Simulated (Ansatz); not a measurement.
# Single-point calculation, with input and output: CH6NPSi

CH6NPSi, SMILES P[SiH]1CN1, computed with RKS PBE-QIDH (frozen core)/def2-TZVPP (Ansatz 0.2.0).

The geometry comes from this level: PBE0-D4/def2-TZVP.

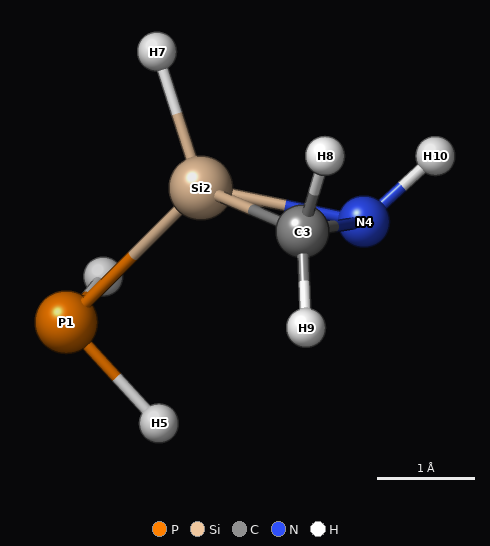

Figure 1. The input geometry (ball-and-stick view, seen at a tilt; atoms are numbered from 1 in the order of the input).

### Summary

| quantity | value |
| --- | --- |
| outcome | converged |
| total energy | −19776.9575 eV |
| mean-field energy | −19770.1910 eV |
| SCF solution under orbital rotations | stable |
| hardware | 2 threads of Arm Neoverse V1, 23 GiB of memory available, shared host |
| wall time | 8 s (CPU time 15 s) |
| peak memory | 0.53 GiB |

### Input file
```yaml
crystal:
  periodic: [false, false, false]
  atoms:
    - {symbol: P, position_ang: [-2.126542, 0.935780, -0.067871]}
    - {symbol: Si, position_ang: [0.034490, 0.548288, 0.352959]}
    - {symbol: C, position_ang: [0.777034, -1.104606, 0.610182]}
    - {symbol: N, position_ang: [0.967702, -0.433660, -0.713462]}
    - {symbol: H, position_ang: [-2.191647, -0.136113, -0.996217]}
    - {symbol: H, position_ang: [-1.838443, 1.906540, -1.066210]}
    - {symbol: H, position_ang: [0.677520, 1.690645, 1.049027]}
    - {symbol: H, position_ang: [1.645756, -1.171611, 1.264411]}
    - {symbol: H, position_ang: [0.215291, -2.034008, 0.558353]}
    - {symbol: H, position_ang: [1.921940, -0.252353, -0.988071]}
basis:
  gaussian: {orbitals: def2-TZVPP}
hamiltonian: {xc: {name: PBE-QIDH}}
```

Run as:
```bash
ansatz run in.yaml --threads 2 --pin off --events-out ev --progress --plain --max-ram 4352MiB
```

### The program's output
```
Functional definition: PBE-QIDH
  name "PBE-QIDH"
  cite "Brémond, Sancho-García, Pérez-Jiménez & Adamo, J. Chem. Phys. 141, 031101 (2014) doi:10.1063/1.4890314"
  cite "Perdew, Burke & Ernzerhof, Phys. Rev. Lett. 77, 3865 (1996) doi:10.1103/PhysRevLett.77.3865"
  parameter a = 3^(-1/3)
  parameter c = 1/3
  exchange = (1 - a)*pbe_x + a*exact_x
  correlation = (1 - c)*pbe_c + c*(mp2_os + mp2_ss)
1329 factors; integrals over basis functions are off by at most 1.0e-3 eV
mean field evaluation 1: about -19765.3585 eV, gradient 4.5e1 eV
mean field evaluation 2: about -19765.6179 eV, gradient 4.5e1 eV
mean field evaluation 4: about -19770.1379 eV, gradient 4.0e0 eV
mean field evaluation 8: about -19770.1905 eV, gradient 3.8e-1 eV
mean field evaluation 16: about -19770.1909 eV, gradient 1.4e-4 eV
mean field -19770.19094257 eV, -726.5411164228 hartree, gradient 6.3e-6 eV, S^2 0.000000; 0 other end points of the search recorded, 0 dependent functions left out
12 core orbitals not correlated: weight in the atoms' cores, before any rotation towards them, 1.000 or more for the frozen orbitals, at most 0.000 for the correlated occupied ones
reference -19770.19095563 eV, -726.5411169026 hartree; 12, 12 occupied and 206, 206 virtual orbitals, 1329 factors
second order -20.29968974 eV of doubles, -0.00000000 eV of singles
Total energy: -19776.95751887 eV, -726.7897835154 hartree
```
